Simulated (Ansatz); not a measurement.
**BGe+ (triplet): one geometry, many settings**

Aim: run BGe+ (triplet) at one geometry under a spread of methods and options, and see what each costs and gives.

Computed with Ansatz 0.2.0, Gaussian basis. Level: the settings change from run to run.

11 further runs of the same task are left out: 5 that didn't finish, 6 set aside as unsound or not needed.

## Step 1: What is computed

The geometry is a PBE0/def2-TZVP stationary point (not a proven minimum). No spin-orbit coupling is included. The filled d shell of Ge may be among the frozen orbitals whatever the setting's name suggests; the logs give the count.

2 atoms, charge 1, spin multiplicity 3.

Atoms are counted from 1 here; the program's logs count them from 0.

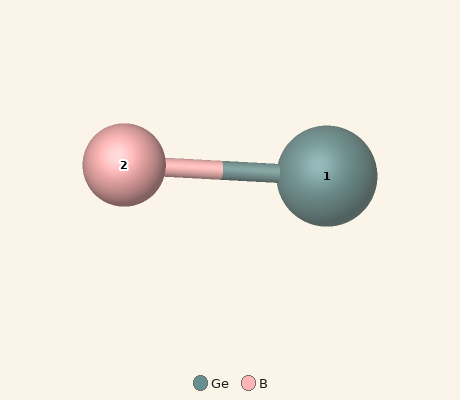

The structure; germanium teal, boron pink; atoms are numbered from 1 in the order of the file.

## Step 2: CASSCF(2,6)/STO-3G

Input file in.yaml:

```yaml
crystal:
  periodic: [false, false, false]
  atoms:
    - {symbol: Ge, position_ang: [0.000000, 0.000000, 0.000000]}
    - {symbol: B, position_ang: [0.000000, 0.000000, 2.178800]}
basis:
  gaussian: {orbitals: STO-3G}
total_charge: 1
magnetization: {spin_polarized: false, initial_magnetization: 2}
correlation: {active_space: {window: {electrons: 2, orbitals: 6}}}
output: {forces: true}
```

Started as:

```bash
ansatz run in.yaml --threads 1 --pin off --events-out ev --progress --plain --max-ram 2393MiB
```

Standard output:

```text
Functional definition: HF
  name "HF"
  cite "Fock, Z. Phys. 61, 126 (1930) doi:10.1007/BF01340294"
  parent pbe
  exchange = exact_x
  correlation = 0
233 factors; integrals over basis functions are off by at most 4.5e-5 eV
mean field evaluation 1: about -56482.7267 eV, gradient 3.0e0 eV
mean field evaluation 2: about -56482.7319 eV, gradient 3.0e0 eV
mean field evaluation 4: about -56483.0997 eV, gradient 1.3e0 eV
mean field evaluation 8: about -56483.2191 eV, gradient 2.4e-2 eV
mean field evaluation 16: about -56481.8732 eV, gradient 2.1e-1 eV
mean field evaluation 32: about -56476.8171 eV, gradient 8.8e-3 eV
mean field evaluation 64: about -56483.0359 eV, gradient 1.8e0 eV
mean field -56483.21892742 eV, -2075.7200098818 hartree, gradient 6.5e-6 eV, S^2 2.000000; 13 other end points of the search recorded, 0 dependent functions left out
reference -56483.21892742 eV, -2075.7200098818 hartree; 19, 17 occupied and 4, 6 virtual orbitals, 233 factors
state -56483.42616549 eV, -2075.7276257405 hartree
the calculation of the forces begins
Total energy: -56483.42616549 eV, -2075.7276257405 hartree
Atom 0 at     0.000000     0.000000     0.000000 Å, force     0.000000    -0.000000     1.101074 eV/Å
Atom 1 at     0.000000     0.000000     2.178800 Å, force    -0.000000     0.000000    -1.101074 eV/Å
Dipole moment:    -0.000000     0.000000     0.693543 e Å
```

Run time: 0.57 s. Hardware: 1 thread of Arm Neoverse V2, shared host.

From the report: 36 determinants; active occupations 0.98, 0.98, 0.02, 0.02, 0.00, 0.00.

## Step 3: MP2 on UHF/cc-pVDZ

Input file in.yaml:

```yaml
crystal:
  periodic: [false, false, false]
  atoms:
    - {symbol: Ge, position_ang: [0.000000, 0.000000, 0.000000]}
    - {symbol: B, position_ang: [0.000000, 0.000000, 2.178800]}
basis:
  gaussian: {orbitals: cc-pVDZ}
total_charge: 1
magnetization: {spin_polarized: true, initial_magnetization: 2}
correlation: {method: mp2, electrons: outside_noble_gas}
scf: {lower_state_search: off}
```

The command is unchanged.

Standard output (excerpt; [...] marks lines left out):

```text
Functional definition: HF
  name "HF"
  cite "Fock, Z. Phys. 61, 126 (1930) doi:10.1007/BF01340294"
  parent pbe
[...]
462 factors; integrals over basis functions are off by at most 7.8e-4 eV
[...]
mean field -57133.15206953 eV, -2099.6046123139 hartree, gradient 2.2e-6 eV, S^2 2.019379; 0 other end points of the search recorded, 0 dependent functions left out
15 core orbitals not correlated: weight in the atoms' cores, before any rotation towards them, 1.000 or more for the frozen orbitals, at most 0.000 for the correlated occupied ones
reference -57133.15206953 eV, -2099.6046123139 hartree; 4, 2 occupied and 22, 24 virtual orbitals, 462 factors
second order -2.28938497 eV of doubles, -0.00000000 eV of singles
Total energy: -57135.44145450 eV, -2099.6887456596 hartree
Checks for a lower state left out: stability, starts, cluster_reference, orbital_swaps, neighbouring_geometries, increment
```

Run time: 0.45 s. Hardware: 1 thread of Arm Neoverse V2, shared host.

From the report: ⟨S²⟩ of the determinant 2.019 (pure triplet: 2.00).

## Step 4: CCSD(T) on ROHF/def2-SVP

Input file in.yaml:

```yaml
crystal:
  periodic: [false, false, false]
  atoms:
    - {symbol: Ge, position_ang: [0.000000, 0.000000, 0.000000]}
    - {symbol: B, position_ang: [0.000000, 0.000000, 2.178800]}
basis:
  gaussian: {orbitals: def2-SVP, point_charges: [{charge: 0.50, position_ang: [4.263, -0.366, -0.816]}]}
total_charge: 1
magnetization: {spin_polarized: false, initial_magnetization: 2}
correlation: {method: ccsd_t, electrons: outside_noble_gas}
```

The command is unchanged.

Standard output (excerpt; [...] marks lines left out):

```text
Functional definition: HF
  name "HF"
  cite "Fock, Z. Phys. 61, 126 (1930) doi:10.1007/BF01340294"
  parent pbe
[...]
460 factors; integrals over basis functions are off by at most 7.5e-4 eV
[...]
mean field -57124.44642304 eV, -2099.2846857064 hartree, gradient 2.9e-6 eV, S^2 2.000000; 19 other end points of the search recorded, 0 dependent functions left out
[...]
determinant -57124.44642304 eV, -2099.2846857064 hartree, with singles and doubles -57127.73063061 eV, -2099.4053781084 hartree
determinant -57124.35819558 eV, -2099.2814434070 hartree, with singles and doubles -57127.64861501 eV, -2099.4023640907 hartree
determinant -57123.34786709 eV, -2099.2443145195 hartree, with singles and doubles -57127.23513099 eV, -2099.3871688331 hartree
determinant -57123.30703753 eV, -2099.2428140609 hartree, with singles and doubles -57127.22429213 eV, -2099.3867705122 hartree
[...]
determinant -57124.44642304 eV, -2099.2846857064 hartree, with singles and doubles -57127.73173905 eV, -2099.4054188429 hartree
determinant -57124.35819558 eV, -2099.2814434070 hartree, with singles and doubles -57127.65048216 eV, -2099.4024327072 hartree
determinant -57123.34786709 eV, -2099.2443145195 hartree, with singles and doubles -57127.22520961 eV, -2099.3868042293 hartree
determinant -57123.30703753 eV, -2099.2428140609 hartree, with singles and doubles -57127.22453336 eV, -2099.3867793775 hartree
15 core orbitals not correlated: weight in the atoms' cores, before any rotation towards them, 1.000 or more for the frozen orbitals, at most 0.000 for the correlated occupied ones
reference -57124.44642304 eV, -2099.2846857064 hartree; 4, 2 occupied and 27, 29 virtual orbitals, 460 factors
second order -2.33620462 eV of doubles, -0.05447818 eV of singles
cycle   1  -3.28531604 eV  change   -2.6e-8 eV  update   2.2e-6
perturbative correction -0.13723967 eV, -0.0050434648 hartree
Total energy: -57127.86897875 eV, -2099.4104623086 hartree
```

It took 7 s on 1 thread of Arm Neoverse V2, shared host.

From the report: correlation -3.4226 eV; T1 0.044; largest double amplitude 0.11.

## Step 5: CISD/STO-3G

Input file in.yaml:

```yaml
crystal:
  periodic: [false, false, false]
  atoms:
    - {symbol: Ge, position_ang: [0.000000, 0.000000, 0.000000]}
    - {symbol: B, position_ang: [0.000000, 0.000000, 2.178800]}
basis:
  gaussian: {orbitals: STO-3G}
total_charge: 1
magnetization: {spin_polarized: false, initial_magnetization: 2}
correlation: {active_space: {ras: {orbitals: [7, 2, 4], electrons: 16, max_holes: 2, max_particles: 2}, fixed_orbitals: true}}
output: {forces: true}
```

The command is unchanged.

Standard output (excerpt; [...] marks lines left out):

```text
Functional definition: HF
  name "HF"
  cite "Fock, Z. Phys. 61, 126 (1930) doi:10.1007/BF01340294"
  parent pbe
[...]
233 factors; integrals over basis functions are off by at most 4.5e-5 eV
[...]
mean field -56483.21892742 eV, -2075.7200098818 hartree, gradient 6.5e-6 eV, S^2 2.000000; 13 other end points of the search recorded, 0 dependent functions left out
reference -56483.21892742 eV, -2075.7200098818 hartree; 19, 17 occupied and 4, 6 virtual orbitals, 233 factors
state -56485.39192833 eV, -2075.7998661925 hartree
[...]
Total energy: -56485.39192833 eV, -2075.7998661925 hartree
Atom 0 at     0.000000     0.000000     0.000000 Å, force     0.000000    -0.000000     0.957431 eV/Å
Atom 1 at     0.000000     0.000000     2.178800 Å, force    -0.000000     0.000000    -0.957431 eV/Å
Dipole moment:    -0.000000     0.000000     0.524294 e Å
```

Run time: 0.87 s. Hardware: 1 thread of Arm Neoverse V2, shared host.

From the report: 1,868 determinants.

## Step 6: HF/cc-pVDZ

Input file in.yaml:

```yaml
crystal:
  periodic: [false, false, false]
  atoms:
    - {symbol: Ge, position_ang: [0.000000, 0.000000, 0.000000]}
    - {symbol: B, position_ang: [0.000000, 0.000000, 2.178800]}
basis:
  gaussian: {orbitals: cc-pVDZ}
total_charge: 1
magnetization: {spin_polarized: false, initial_magnetization: 2}
hamiltonian: {xc: hf, pseudopotentials: {relativity: scalar}}
accuracy: high
output: {orbitals: {seedname: orbitals}}
```

Same command.

Standard output (excerpt; [...] marks lines left out):

```text
Functional definition: HF
  name "HF"
  cite "Fock, Z. Phys. 61, 126 (1930) doi:10.1007/BF01340294"
  parent pbe
[...]
783 factors; integrals over basis functions are off by at most 4.4e-9 eV
[...]
mean field -57598.99164075 eV, -2116.7239007987 hartree, gradient 2.6e-8 eV, S^2 2.000000; 2 other end points of the search recorded, 0 dependent functions left out
reference -57598.99164075 eV, -2116.7239007987 hartree; 19, 17 occupied and 22, 24 virtual orbitals, 783 factors
Total energy: -57598.99164075 eV, -2116.7239007987 hartree
Relativity: scalar
```

It took 1.5 s on 1 thread of Arm Neoverse V2, shared host.

## Step 7: BCCD on ROHF/cc-pVTZ

Input file in.yaml:

```yaml
crystal:
  periodic: [false, false, false]
  atoms:
    - {symbol: Ge, position_ang: [0.000000, 0.000000, 0.000000]}
    - {symbol: B, position_ang: [0.000000, 0.000000, 2.178800]}
basis:
  gaussian: {orbitals: cc-pVTZ}
total_charge: 1
magnetization: {spin_polarized: false, initial_magnetization: 2}
correlation: {method: bccd, electrons: outside_noble_gas}
output: {forces: true}
```

Same command.

Standard output (excerpt; [...] marks lines left out):

```text
Functional definition: HF
  name "HF"
  cite "Fock, Z. Phys. 61, 126 (1930) doi:10.1007/BF01340294"
  parent pbe
[...]
469 factors; integrals over basis functions are off by at most 1.3e-3 eV
[...]
mean field -57135.02992733 eV, -2099.6736223150 hartree, gradient 2.1e-6 eV, S^2 2.000000; 17 other end points of the search recorded, 0 dependent functions left out
[...]
determinant -57135.02992733 eV, -2099.6736223150 hartree, with singles and doubles -57138.81899991 eV, -2099.8128681642 hartree
determinant -57134.00679442 eV, -2099.6360228742 hartree, with singles and doubles -57138.34160880 eV, -2099.7953243643 hartree
determinant -57133.99043644 eV, -2099.6354217296 hartree, with singles and doubles -57138.36078137 eV, -2099.7960289433 hartree
determinant -57132.53411947 eV, -2099.5819030680 hartree, with singles and doubles -57136.36691981 eV, -2099.7227558825 hartree
[...]
determinant -57134.00679442 eV, -2099.6360228742 hartree, with singles and doubles -57138.25682731 eV, -2099.7922087020 hartree
determinant -57133.99043644 eV, -2099.6354217296 hartree, with singles and doubles -57138.26091455 eV, -2099.7923589054 hartree
15 core orbitals not correlated: weight in the atoms' cores, before any rotation towards them, 1.000 or more for the frozen orbitals, at most 0.000 for the correlated occupied ones
reference -57135.02992733 eV, -2099.6736223150 hartree; 4, 2 occupied and 54, 56 virtual orbitals, 469 factors
second order -2.82411670 eV of doubles, -0.06370788 eV of singles
cycle   1  -3.72213268 eV  change   -7.4e-3 eV  update   1.3e-2
[...]
cycle  14  -3.71657381 eV  change   -6.5e-8 eV  update   3.8e-7
[...]
Total energy: -57138.74650114 eV, -2099.8102038834 hartree
Atom 0 at     0.000000     0.000000     0.000000 Å, force     0.000000    -0.000000    -0.215920 eV/Å
Atom 1 at     0.000000     0.000000     2.178800 Å, force     0.000000    -0.000000     0.215920 eV/Å
Dipole moment:    -0.000000    -0.000000     0.375580 e Å
```

Wall time 16 s (1 thread of Arm Neoverse V2, shared host); peak memory 0.31 GiB.

From the report: correlation -3.7166 eV; largest double amplitude 0.10.

## Step 8: NEVPT2(6,8)/cc-pVDZ

Input file in.yaml:

```yaml
crystal:
  periodic: [false, false, false]
  atoms:
    - {symbol: Ge, position_ang: [0.000000, 0.000000, 0.000000]}
    - {symbol: B, position_ang: [0.000000, 0.000000, 2.178800]}
basis:
  gaussian: {orbitals: cc-pVDZ}
total_charge: 1
magnetization: {spin_polarized: false, initial_magnetization: 2}
correlation: {method: sc_nevpt2, electrons: outside_noble_gas, active_space: {window: {electrons: 6, orbitals: 8}, states: [{multiplicity: 3, weights: [0.5, 1, 0.5, 1]}], root: 1}}
```

The command is unchanged.

Standard output (excerpt; [...] marks lines left out):

```text
Functional definition: HF
  name "HF"
  cite "Fock, Z. Phys. 61, 126 (1930) doi:10.1007/BF01340294"
  parent pbe
[...]
768 factors; integrals over basis functions are off by at most 1.7e-7 eV
[...]
mean field -57133.03424043 eV, -2099.6002821742 hartree, gradient 2.0e-6 eV, S^2 2.000000; 12 other end points of the search recorded, 0 dependent functions left out
reference -57133.03424043 eV, -2099.6002821742 hartree; 19, 17 occupied and 22, 24 virtual orbitals, 768 factors
state -57134.82052356 eV, -2099.6659268686 hartree
state -57134.81657716 eV, -2099.6657818412 hartree
state -57134.56049012 eV, -2099.6563708159 hartree
state -57132.38904718 eV, -2099.5765717596 hartree
state -57134.82052356 eV, -2099.6659268686 hartree; corrected -57136.14210454 eV, -2099.7144940737 hartree
state -57134.81657716 eV, -2099.6657818412 hartree; corrected -57136.13724991 eV, -2099.7143156696 hartree
state -57134.56049012 eV, -2099.6563708159 hartree; corrected -57135.84728099 eV, -2099.7036595081 hartree
state -57132.38904718 eV, -2099.5765717596 hartree; corrected -57133.68357786 eV, -2099.6241448848 hartree
an earlier search ended where averaged states of different weights were degenerate, so these states were given the mean of their weights and the orbitals were optimised with it; in the result, neighbours among these states lie up to 3.9e-3 eV apart
Total energy: -57136.13724991 eV, -2099.7143156696 hartree
```

It took 22 s on 1 thread of Arm Neoverse V2, shared host.

From the report: 784 determinants; active occupations (of the averaged states) 1.96, 1.80, 0.78, 0.62, 0.43, 0.32, 0.05, 0.03.

## Step 9: MP2 on UHF/cc-pVDZ

Input file in.yaml:

```yaml
crystal:
  periodic: [false, false, false]
  atoms:
    - {symbol: Ge, position_ang: [0.000000, 0.000000, 0.000000]}
    - {symbol: B, position_ang: [0.000000, 0.000000, 2.178800]}
basis:
  gaussian: {orbitals: cc-pVDZ}
total_charge: 1
magnetization: {spin_polarized: true, initial_magnetization: 2}
correlation: {method: mp2, electrons: all}
```

Same command.

Standard output (excerpt; [...] marks lines left out):

```text
Functional definition: HF
  name "HF"
  cite "Fock, Z. Phys. 61, 126 (1930) doi:10.1007/BF01340294"
  parent pbe
[...]
462 factors; integrals over basis functions are off by at most 7.8e-4 eV
[...]
mean field -57133.15206953 eV, -2099.6046123139 hartree, gradient 2.2e-6 eV, S^2 2.019379; 11 other end points of the search recorded, 0 dependent functions left out
reference -57133.15206953 eV, -2099.6046123139 hartree; 19, 17 occupied and 22, 24 virtual orbitals, 462 factors
second order -2.99540554 eV of doubles, -0.00000000 eV of singles
Total energy: -57136.14747507 eV, -2099.7146914371 hartree
```

It took 1.6 s on 1 thread of Arm Neoverse V2, shared host.

From the report: ⟨S²⟩ of the determinant 2.019 (pure triplet: 2.00).

## Step 10: CCSD on UHF/cc-pVDZ

Edit in.yaml of step 9 so:

```diff
@@ -9,2 +9,2 @@
 magnetization: {spin_polarized: true, initial_magnetization: 2}
-correlation: {method: mp2, electrons: all}
+correlation: {method: ccsd, electrons: outside_noble_gas, diis_vectors: 2}
```

Launched as before.

Standard output (excerpt; [...] marks lines left out):

```text
Functional definition: HF
  name "HF"
  cite "Fock, Z. Phys. 61, 126 (1930) doi:10.1007/BF01340294"
  parent pbe
[...]
462 factors; integrals over basis functions are off by at most 7.8e-4 eV
[...]
mean field -57133.15206953 eV, -2099.6046123139 hartree, gradient 2.2e-6 eV, S^2 2.019379; 17 other end points of the search recorded, 0 dependent functions left out
determinant -57133.15206953 eV, -2099.6046123139 hartree, with singles and doubles -57136.37668392 eV, -2099.7231147070 hartree
determinant -57132.29371286 eV, -2099.5730682882 hartree, with singles and doubles -57135.83245418 eV, -2099.7031146327 hartree
determinant -57132.21725411 eV, -2099.5702584809 hartree, with singles and doubles -57135.84043706 eV, -2099.7034079984 hartree
determinant -57132.05186534 eV, -2099.5641805557 hartree, with singles and doubles -57135.90269202 eV, -2099.7056958259 hartree
[...]
determinant -57133.15206953 eV, -2099.6046123139 hartree, with singles and doubles -57136.37640938 eV, -2099.7231046178 hartree
determinant -57132.29371286 eV, -2099.5730682882 hartree, with singles and doubles -57135.84795358 eV, -2099.7036842254 hartree
determinant -57132.21725411 eV, -2099.5702584809 hartree, with singles and doubles -57135.85404343 eV, -2099.7039080232 hartree
determinant -57132.05186534 eV, -2099.5641805557 hartree, with singles and doubles -57135.90484855 eV, -2099.7057750769 hartree
15 core orbitals not correlated: weight in the atoms' cores, before any rotation towards them, 1.000 or more for the frozen orbitals, at most 0.000 for the correlated occupied ones
reference -57133.15206953 eV, -2099.6046123139 hartree; 4, 2 occupied and 22, 24 virtual orbitals, 462 factors
second order -2.28938497 eV of doubles, -0.00000000 eV of singles
cycle   1  -3.22434042 eV  change   -5.7e-7 eV  update   1.8e-6
Total energy: -57136.37640995 eV, -2099.7231046389 hartree
```

Wall time 7.5 s (1 thread of Arm Neoverse V2, shared host).

From the report: ⟨S²⟩ of the determinant 2.019 (pure triplet: 2.00); correlation -3.2243 eV; T1 0.035; largest double amplitude 0.11.

## Step 11: The runs in one table

Where basis and cores are those of an earlier FCI/cc-pVDZ run (-57136.5462 eV), and the state is the same kind, the miss against it is given.

```
                                             level         correlated  functions  energy (eV)  from FCI (meV)    time
                                CASSCF(2,6)/STO-3G                            23  -56483.4262                  0.57 s
                                MP2 on UHF/cc-pVDZ  outside noble gas         41  -57135.4415          1104.7  0.45 s
  CCSD(T) on ROHF/def2-SVP (beside a point charge)  outside noble gas         46  -57127.8690                     7 s
                                       CISD/STO-3G            valence         23  -56485.3919                  0.87 s
                       HF/cc-pVDZ (relativity set)                            41  -57598.9916                   1.5 s
                              BCCD on ROHF/cc-pVTZ  outside noble gas         73  -57138.7465                    16 s
NEVPT2(6,8)/cc-pVDZ (excited root 1 of an average)  outside noble gas         41  -57136.1372                    22 s
                                MP2 on UHF/cc-pVDZ                all         41  -57136.1475                   1.6 s
                               CCSD on UHF/cc-pVDZ  outside noble gas         41  -57136.3764           169.8   7.5 s
```

## Step 12: Summary of results

| quantity | value |
| --- | --- |
| runs | 9 |
| quickest | MP2 on UHF/cc-pVDZ, 0.45 s |
| slowest | NEVPT2(6,8)/cc-pVDZ (excited root 1 of an average), 22 s |

What this shows: Total energies in different bases, with other cores or another treatment of relativity can't be set against each other. NEVPT2(6,8)/cc-pVDZ (excited root 1 of an average) took 48 times as long as MP2 on UHF/cc-pVDZ; the jobs differ in more than the method. Among the correlated runs with a miss given, it spans +170 to +1105 meV.
